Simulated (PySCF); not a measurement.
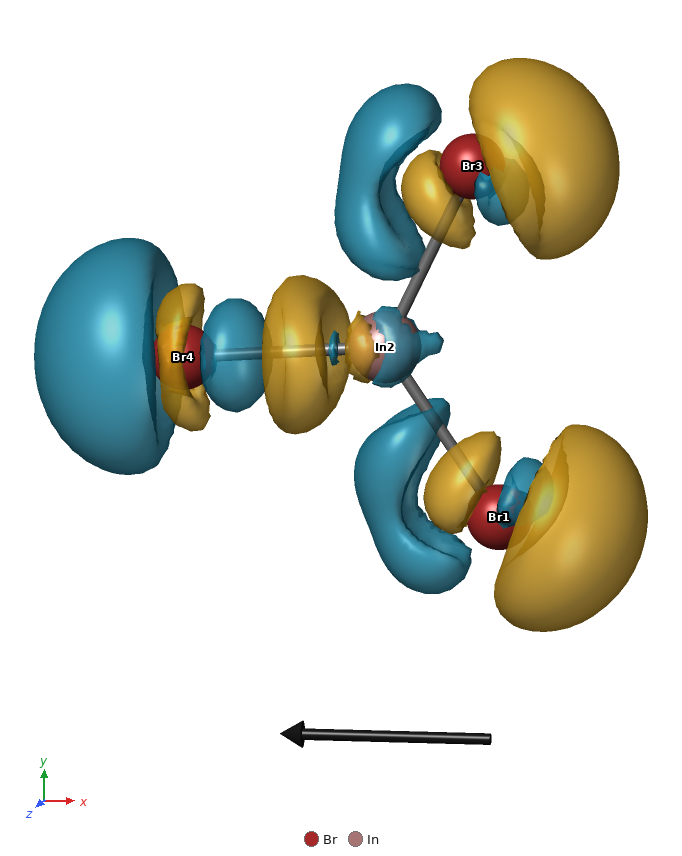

Figure 1: Br₃In, SMILES `Br[In](Br)Br`. Change of the electron density in a uniform field of 0.21 V/Å along −x (arrow), surfaces at ±0.0015 e/Å³ (yellow: gain, teal: loss).

Computed with PySCF, B3LYP/def2-SVPD, geometry: GFN2-xTB. Core potentials replace the inner electrons of In; spin–orbit coupling isn't included. No frequency check shows the geometry to be a minimum. GFN2-xTB bond lengths at metals and heavier atoms can be off by up to 0.1 Å and shapes distorted, which carries into these values.

The field was applied in both directions; the picture shows the one opposite to the script's first.

How large is the response?

The induced dipole is 1.29 D (along the field); α along this axis, from the fields in both directions, is 126 bohr³ (18.7 Å³).
